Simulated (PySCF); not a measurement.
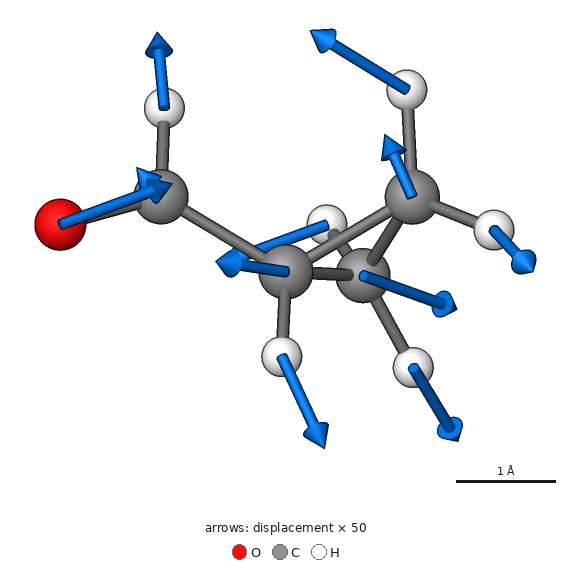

This is a relaxation of C$_{4}$H$_{6}$O. The starting structure is drawn; blue arrows show the displacements, 50 times their true length. The two geometries are superimposed by the best rigid fit.

Style: ball-and-stick. Shown at a tilt.

The start comes from GFN2-xTB. Its atoms were then displaced at random by about 0.01 Å.

Computed with PBE0-D3(BJ)/def2-SVP geometry optimisation, gas phase in PySCF 2.14.0, density-fitted response routines. 

**What happened in the run?**

A C atom moves most after the best rigid fit: 0.030 Å. Largest moves by element: C 0.030 Å, O 0.026 Å, H 0.026 Å. Some distances before and after: C–C 1.465 → 1.514 Å, C–O 1.232 → 1.202 Å, C–H 1.064 → 1.092 Å, C–C 1.465 → 1.482 Å. Bond angles that change, for instance: C–C–H 120.2° → 117.2°, C–C–H 112.6° → 114.6°. After 9 geometry steps the energy has fallen by 2.56 kcal/mol.
